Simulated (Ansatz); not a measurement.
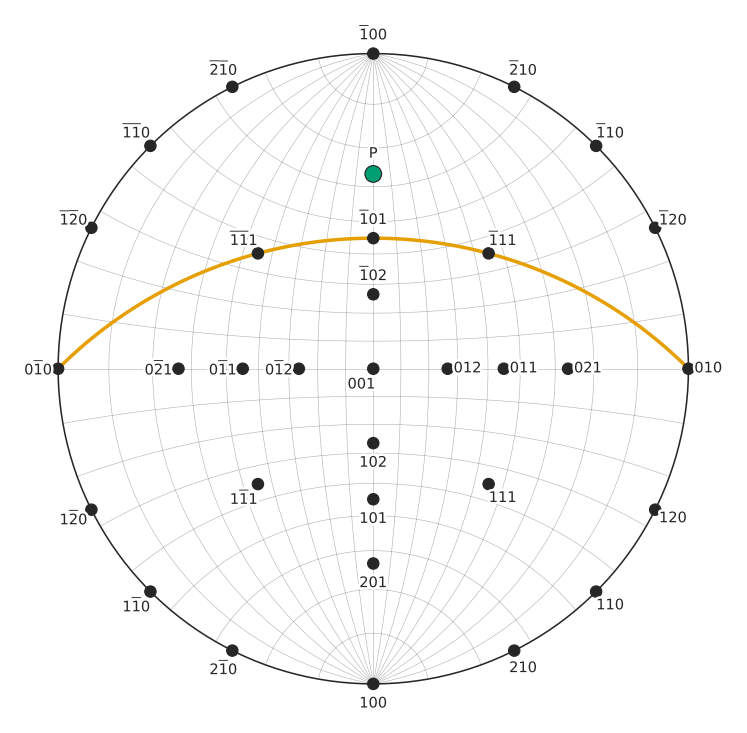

Crystal: Cu4Sn, the end point of a relaxation with DFT PBE, scalar-relativistic, plane waves, PAW in Ansatz; the starting structure was generated, so it need not be a known form of this composition. Stereographic projection of plane normals (upper hemisphere) centred on (0 0 1). All values are computed from the atomic coordinates in the standard setting (tolerance 0.002 Å).

a = 4.809 Å, b = 4.809 Å, c = 4.809 Å, α = 90.00°, β = 90.00°, γ = 90.00°.

Q: Index the pole marked P.

A: P is (−2 0 1), 63.4° from the centre.

Q: Which zone does the coloured great circle trace?

A: The zone [1 0 1]: its poles satisfy h + l = 0.

Q: What is the angle between the normals of (0 2 1) and (1 2 0), and what are their d_hkl = 1/|g|?

A: 36.9°; d = 2.151 Å and 2.151 Å.
